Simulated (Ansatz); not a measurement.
## Fields on a plane of SrTiO3 (cubic perovskite)

```yaml
crystal:
  lattice:
    - [3.93649, 0.00000, 0.00000]
    - [0.00000, 3.93649, 0.00000]
    - [0.00000, 0.00000, 3.93649]
  atoms:
    - { symbol: Sr, position: [0.00000, 0.00000, 0.00000] }
    - { symbol: Ti, position: [0.50000, 0.50000, 0.50000] }
    - { symbol: O, position: [0.00000, 0.50000, 0.50000] }
    - { symbol: O, position: [0.50000, 0.50000, 0.00000] }
    - { symbol: O, position: [0.50000, 0.00000, 0.50000] }
```

The slice is a {110} plane (indices of the conventional cell) through the point (0.000, 0.500, 0.500) (fractional), spanned by u = [100] and v = [011] in vectors of this cell: u (3.94 Å) and v (5.57 Å, at 90° to u). It covers one period; positions are fractions (u, v).

Atoms on it: Sr at (0.00, 0.50); Ti at (0.50, 0.00); O at (0.00, 0.00).

All values below come from PBE (plane waves to 420 eV, PAW, scalar-relativistic; Ansatz, a quantum-chemistry and plane-wave program). k mesh 8×8×8. Near the nuclei the fields are pseudised (PAW); where an atom keeps semicore shells as valence, they peak there. SrTiO3 is run without spin polarisation. SrTiO3 was relaxed with its symmetry unable to fall. The PAW data are Ansatz's earlier set.

```
|xxxx%%@@**::--##%%xxxxxx%%##--::**@@%%xx|
|xx%%@@@@**..::**%%%%xx%%%%**::..**@@@@%%|
|@@@@@@%%++..  --**##%%##**--  ..++%%@@@@|
|@@%%%%**--..    ::--==--::    ..--**%%%%|
|****++--..                      ..--++**|
|........                          ......|
|                                        |
|::::..                              ..::|
|%%##**--..                      ..--**##|
|@@@@@@%%++..                  ..++%%@@@@|
|@@@@@@@@%%==                  ==%%@@@@@@|
|xx##@@@@@@##..              ..##@@@@@@##|
|xxxx##@@@@%%--              --%%@@@@##xx|
|xxxxxx@@@@%%==              ==%%@@@@xxxx|
|xxxx##@@@@%%--              --%%@@@@##xx|
|xx##@@@@@@##..              ..##@@@@@@##|
|@@@@@@@@%%==                  ==%%@@@@@@|
|@@@@@@%%++..                  ..++%%@@@@|
|%%##**--..                      ..--**##|
|::::..                              ..::|
|                                        |
|........                          ......|
|****++--..                      ..--++**|
|@@%%%%**--..    ::--==--::    ..--**%%%%|
|@@@@@@%%++..  --**##%%##**--  ..++%%@@@@|
|xx%%@@@@**..::**%%%%xx%%%%**::..**@@@@%%|
|xxxx%%@@**::--##%%xxxxxx%%##--::**@@%%xx|
|xxxxxx@@##::==%%xxxxxxxxxx%%==::##@@xxxx|
```
Scale: ten equal steps from 0.01 (start of ' ') to 0.86 (end of '@'), in the order ' .:-=+*#%@'. Values: electron localisation function (ELF). The map has 20 points along u (two characters each, u = 0 at the left) and 28 along v (v = 0 in the bottom row). Points within 0.4 Å of a nucleus are blanked (x), as the pseudised field means little there.

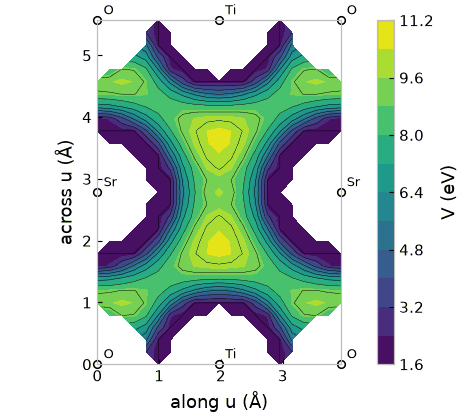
Electrostatic potential energy of an electron, from the cell's mean, in eV, one period of the plane, atoms marked. Points within 0.8 Å of a nucleus are left white, as the pseudised field means little there. Values under 2 eV are set to 2. The zero, the cell's mean, hangs on the PAW cores.

The density on the Ti–O line (1.97 Å) at its midpoint is 0.69 e/Å³. The ELF at that point is 0.20.
